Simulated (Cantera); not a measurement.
Input: 1 mol Na2CO3, 1.2 mol SO3, 0.52 mol O2, equilibrated at 2.60 bar.

Method: chemical equilibrium by Gibbs-energy minimisation in Cantera with the NASA 1993 tables (ideal gas, pure condensed phases). Candidate condensed phases: C, Na, NaO2, Na2CO3, Na2O, Na2O2, Na2S, Na2SO4, S; 27 gas species. Condensed phases not in the tables: pyrosulfates. Equilibrium is a limit: real reactors are often held back by kinetics, nucleation or transport.

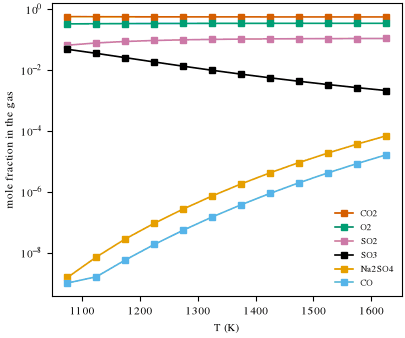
Fig. 1. Equilibrium gas composition (values under 1e-9 drawn at 1e-9)

Problem. Read off the mole fractions at 1175 K.

Solution. CO2 about 0.56, O2 about 0.33, SO2 about 0.086, SO3 about 0.025, Na2SO4 about 2.8e-8.
